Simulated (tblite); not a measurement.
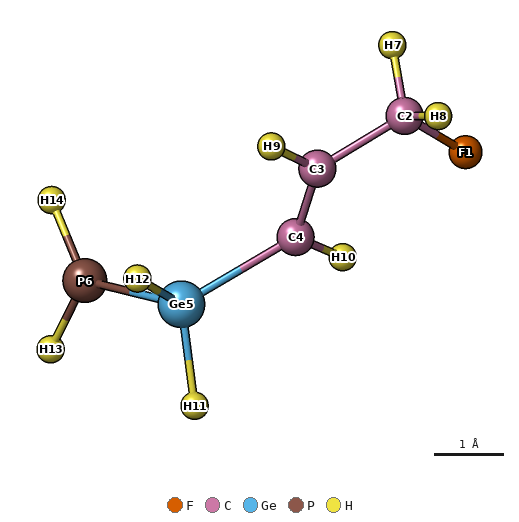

**Figure 1.** The starting structure (ball-and-stick view, seen at a tilt; atoms are numbered from 1 in the order of the input). Sticks mark near contacts. Bond lengths as drawn: C–C 1.32 to 1.50 Å, C–F 1.37 Å, C–Ge 1.95 Å, C–H 1.08 to 1.10 Å, Ge–H 1.50 to 1.52 Å, Ge–P 2.23 Å and H–P 1.35 Å.

# Run report: C3H8FGeP, saddle-point search

- system: C3H8FGeP
- method: GFN2-xTB saddle search (eigenvector following) and harmonic vibrations, gas phase (tblite 0.8.0)

**The input**
```
{"job": {"xc": "GFN2-xTB", "basis": "xTB", "kind": "saddle"}, "charge": 0, "multiplicity": 1}
F      2.847455     1.226678    -0.717765
C      2.591724     0.613556     0.481051
C      1.267308    -0.080776     0.490073
C      0.365046    -0.020847    -0.477450
Ge    -1.316572    -1.005634    -0.400607
P     -3.102911     0.300282    -0.157393
H      2.630538     1.394191     1.252061
H      3.405472    -0.102669     0.652367
H      1.093868    -0.673916     1.380087
H      0.562686     0.588734    -1.349572
H     -1.640381    -1.699221    -1.693967
H     -1.235811    -2.005133     0.736130
H     -4.138189     0.270332    -1.017112
H     -3.330234     1.194424     0.822097
```

The first line tells a small driver script what to run in tblite; the rest is the geometry in Å.

Command:
```bash
OMP_NUM_THREADS=1 python <driver script> task.json out
```

**The program's output**
```
step      E/eV     max force
  0    -533.02025   0.0304
  1    -533.02493   0.1045
  2    -533.02278   0.0324
  3    -533.02467   0.0220
  4    -533.02647   0.0686
  5    -533.02544   0.0136
  6    -533.02647   0.0166
  7    -533.02727   0.0296
  8    -533.02789   0.0363
  9    -533.02839   0.0316
 10    -533.02880   0.0440
 11    -533.02912   0.0241
 12    -533.02922   0.0142
 13    -533.02924   0.0030
lowest wavenumbers (cm-1): -849.5 40.6 50.1 111.2 129.8 168.2
```

**Trajectory as extended XYZ (Å, eV, eV/Å), 8 of the 12 frames kept, from step=0 to step=13**
```
14
Properties=species:S:1:pos:R:3:forces:R:3 step=0 energy=-533.02025
F     2.8475    1.2267   -0.7178   -0.0110   0.0140   0.0040
C     2.5917    0.6136    0.4811   -0.0030   0.0060   0.0010
C     1.2673   -0.0808    0.4901    0.0110  -0.0040   0.0130
C     0.3650   -0.0208   -0.4775   -0.0020  -0.0010  -0.0100
Ge   -1.3166   -1.0056   -0.4006    0.0000   0.0000  -0.0100
P    -3.1029    0.3003   -0.1574    0.0050  -0.0020   0.0040
H     2.6305    1.3942    1.2521    0.0030  -0.0010   0.0070
H     3.4055   -0.1027    0.6524    0.0000   0.0070  -0.0060
H     1.0939   -0.6739    1.3801    0.0110  -0.0110  -0.0040
H     0.5627    0.5887   -1.3496    0.0120   0.0000   0.0060
H    -1.6404   -1.6992   -1.6940   -0.0150  -0.0260   0.0050
H    -1.2358   -2.0051    0.7361   -0.0170   0.0030  -0.0070
H    -4.1382    0.2703   -1.0171    0.0000   0.0050   0.0030
H    -3.3302    1.1944    0.8221    0.0060   0.0110  -0.0060
14
Properties=species:S:1:pos:R:3:forces:R:3 step=2 energy=-533.02278
F     2.8268    1.2582   -0.7044   -0.0050   0.0250  -0.0200
C     2.5875    0.6181    0.4827   -0.0120  -0.0040   0.0060
C     1.2706   -0.0906    0.4877    0.0030  -0.0040   0.0060
C     0.3664   -0.0295   -0.4782   -0.0020  -0.0040  -0.0020
Ge   -1.3169   -1.0130   -0.4012    0.0010  -0.0030  -0.0040
P    -3.0941    0.3068   -0.1641    0.0040  -0.0040  -0.0040
H     2.6245    1.3828    1.2690   -0.0030   0.0070   0.0180
H     3.4103   -0.0918    0.6331    0.0110  -0.0080  -0.0030
H     1.1060   -0.6948    1.3717    0.0040  -0.0090   0.0010
H     0.5594    0.5907   -1.3438    0.0030   0.0010   0.0000
H    -1.6503   -1.7209   -1.6848   -0.0060  -0.0130   0.0030
H    -1.2446   -2.0043    0.7428   -0.0070   0.0000   0.0000
H    -4.1382    0.2701   -1.0126    0.0010   0.0030   0.0000
H    -3.3075    1.2182    0.8021    0.0070   0.0140   0.0000
14
Properties=species:S:1:pos:R:3:forces:R:3 step=3 energy=-533.02467
F     2.8050    1.2898   -0.6931   -0.0110   0.0000   0.0190
C     2.5830    0.6218    0.4834    0.0030   0.0050  -0.0040
C     1.2731   -0.1002    0.4859    0.0050  -0.0010   0.0020
C     0.3654   -0.0375   -0.4767    0.0000  -0.0010  -0.0040
Ge   -1.3174   -1.0214   -0.3989   -0.0020  -0.0020  -0.0010
P    -3.0852    0.3130   -0.1714    0.0020   0.0050   0.0030
H     2.6185    1.3708    1.2857    0.0010  -0.0080  -0.0020
H     3.4150   -0.0828    0.6117   -0.0060   0.0110  -0.0070
H     1.1174   -0.7145    1.3648    0.0050  -0.0020  -0.0050
H     0.5513    0.5927   -1.3369    0.0000  -0.0030   0.0050
H    -1.6546   -1.7387   -1.6765   -0.0030  -0.0070   0.0030
H    -1.2513   -2.0063    0.7514   -0.0040   0.0000   0.0000
H    -4.1364    0.2713   -1.0112    0.0020   0.0020   0.0030
H    -3.2838    1.2422    0.7819    0.0080   0.0010  -0.0110
14
Properties=species:S:1:pos:R:3:forces:R:3 step=5 energy=-533.02544
F     2.7935    1.3073   -0.6853   -0.0070   0.0040   0.0110
C     2.5825    0.6221    0.4830    0.0020   0.0030  -0.0010
C     1.2749   -0.1036    0.4852    0.0010  -0.0020   0.0000
C     0.3645   -0.0387   -0.4748    0.0000  -0.0020  -0.0010
Ge   -1.3179   -1.0233   -0.3958    0.0000  -0.0030  -0.0010
P    -3.0835    0.3149   -0.1765    0.0030  -0.0010  -0.0020
H     2.6223    1.3594    1.2957   -0.0010  -0.0050   0.0000
H     3.4174   -0.0817    0.5948   -0.0020   0.0070  -0.0060
H     1.1236   -0.7230    1.3611    0.0030  -0.0040  -0.0020
H     0.5465    0.5964   -1.3321   -0.0010  -0.0010   0.0020
H    -1.6550   -1.7475   -1.6697   -0.0020  -0.0050   0.0020
H    -1.2540   -2.0031    0.7589   -0.0020   0.0000   0.0010
H    -4.1358    0.2696   -1.0145    0.0000   0.0010   0.0010
H    -3.2790    1.2513    0.7698    0.0070   0.0080  -0.0030
14
Properties=species:S:1:pos:R:3:forces:R:3 step=7 energy=-533.02727
F     2.7587    1.3550   -0.6640   -0.0070  -0.0100   0.0270
C     2.5775    0.6256    0.4829    0.0100   0.0070  -0.0050
C     1.2787   -0.1160    0.4830    0.0020   0.0000  -0.0010
C     0.3614   -0.0469   -0.4701    0.0010   0.0010  -0.0010
Ge   -1.3190   -1.0338   -0.3891   -0.0020  -0.0010   0.0000
P    -3.0732    0.3224   -0.1894    0.0010   0.0050   0.0030
H     2.6225    1.3339    1.3211    0.0020  -0.0110  -0.0110
H     3.4233   -0.0711    0.5545   -0.0120   0.0150  -0.0060
H     1.1407   -0.7499    1.3508    0.0020   0.0000  -0.0040
H     0.5314    0.6025   -1.3192   -0.0010  -0.0020   0.0040
H    -1.6570   -1.7719   -1.6548    0.0000  -0.0020   0.0020
H    -1.2624   -2.0028    0.7754   -0.0010   0.0000   0.0000
H    -4.1340    0.2681   -1.0162    0.0000  -0.0010   0.0020
H    -3.2487    1.2848    0.7350    0.0060  -0.0010  -0.0100
14
Properties=species:S:1:pos:R:3:forces:R:3 step=9 energy=-533.02839
F     2.7269    1.3983   -0.6409   -0.0040  -0.0140   0.0280
C     2.5756    0.6260    0.4820    0.0120   0.0080  -0.0050
C     1.2838   -0.1276    0.4807   -0.0040  -0.0010  -0.0030
C     0.3566   -0.0483   -0.4620    0.0050   0.0030   0.0000
Ge   -1.3205   -1.0398   -0.3799   -0.0010   0.0000   0.0000
P    -3.0680    0.3278   -0.2043   -0.0040   0.0110   0.0070
H     2.6306    1.3038    1.3446    0.0020  -0.0110  -0.0150
H     3.4293   -0.0643    0.5115   -0.0130   0.0160  -0.0040
H     1.1604   -0.7793    1.3377    0.0010   0.0050  -0.0080
H     0.5129    0.6186   -1.3004   -0.0010  -0.0050   0.0080
H    -1.6549   -1.7940   -1.6373    0.0000   0.0000   0.0010
H    -1.2690   -1.9973    0.7947    0.0000   0.0000   0.0000
H    -4.1371    0.2574   -1.0192    0.0020  -0.0010   0.0060
H    -3.2266    1.3188    0.6930    0.0040  -0.0090  -0.0150
14
Properties=species:S:1:pos:R:3:forces:R:3 step=10 energy=-533.02880
F     2.7146    1.4164   -0.6278   -0.0030  -0.0080   0.0160
C     2.5739    0.6259    0.4833    0.0060   0.0060  -0.0020
C     1.2846   -0.1320    0.4793    0.0000   0.0010  -0.0010
C     0.3542   -0.0475   -0.4597    0.0010   0.0010  -0.0010
Ge   -1.3206   -1.0423   -0.3787   -0.0010   0.0010   0.0000
P    -3.0651    0.3296   -0.2099   -0.0170   0.0290   0.0160
H     2.6330    1.2898    1.3561    0.0010  -0.0080  -0.0100
H     3.4298   -0.0616    0.4956   -0.0060   0.0090  -0.0020
H     1.1658   -0.7912    1.3309    0.0000   0.0020  -0.0020
H     0.5057    0.6266   -1.2929    0.0000  -0.0020   0.0030
H    -1.6539   -1.8029   -1.6326    0.0010  -0.0010   0.0000
H    -1.2690   -1.9971    0.7985    0.0000   0.0000   0.0000
H    -4.1475    0.2414   -1.0065    0.0140   0.0030   0.0150
H    -3.2057    1.3450    0.6646    0.0040  -0.0300  -0.0320
14
Properties=species:S:1:pos:R:3:forces:R:3 step=13 energy=-533.02924
F     2.6902    1.4539   -0.5991    0.0000  -0.0010   0.0020
C     2.5734    0.6233    0.4846    0.0010   0.0010   0.0000
C     1.2871   -0.1395    0.4772    0.0000   0.0000   0.0000
C     0.3484   -0.0415   -0.4520    0.0000   0.0000   0.0000
Ge   -1.3212   -1.0441   -0.3737    0.0000   0.0000   0.0000
P    -3.0639    0.3319   -0.2234   -0.0020   0.0020   0.0010
H     2.6466    1.2550    1.3795    0.0000  -0.0010  -0.0020
H     3.4319   -0.0602    0.4557   -0.0010   0.0010   0.0000
H     1.1781   -0.8147    1.3174    0.0000   0.0000   0.0000
H     0.4899    0.6480   -1.2743    0.0000   0.0000   0.0000
H    -1.6463   -1.8205   -1.6205    0.0000   0.0000   0.0000
H    -1.2700   -1.9915    0.8105    0.0000   0.0000   0.0000
H    -4.1691    0.2091   -0.9817    0.0010   0.0000   0.0010
H    -3.1749    1.3907    0.5998    0.0000  -0.0020  -0.0020
```

**Summary**

- outcome: converged
- total energy: −533.0292 eV
- point group: C1
- hardware: 1 CPU thread, shared host
- wall time: 2.9 s
- peak memory: 0.2 GiB
